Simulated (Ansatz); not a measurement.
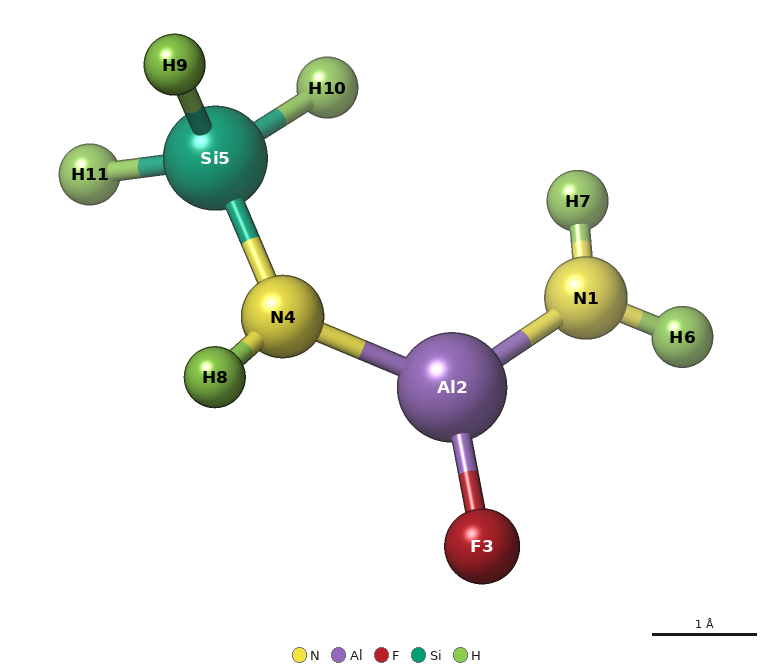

Orthographic view. Depth is shown by fading: the farther an atom, the more it takes the colour of the background. The computed structure is the end point of a PBE-D4/def2-SVP optimisation. No frequency run is at hand to confirm it as a minimum.

Write a Z-matrix (Å, degrees) in the order of the atom numbers, with these reference atoms: 2 to 1; 3 to 2, 1; 4 to 2, 3, 1; 5 to 4, 2, 3; 6 to 1, 2, 3; 7 to 1, 6, 2; 8 to 4, 5, 2; 9 to 5, 4, 8; 10 to 5, 9, 4; 11 to 5, 10, 9.

```
N  
Al   1   1.770
F    2   1.679   1   119.5
N    2   1.795   3   117.3   1  -179.9
Si   4   1.748   2   129.2   3  -178.0
H    1   1.021   2   124.5   3     1.3
H    1   1.021   6   110.4   2  -179.3
H    4   1.027   5   114.8   2  -179.8
H    5   1.511   4   113.1   8    63.1
H    5   1.508   9   108.4   4  -118.3
H    5   1.510  10   108.6   9   115.9
```
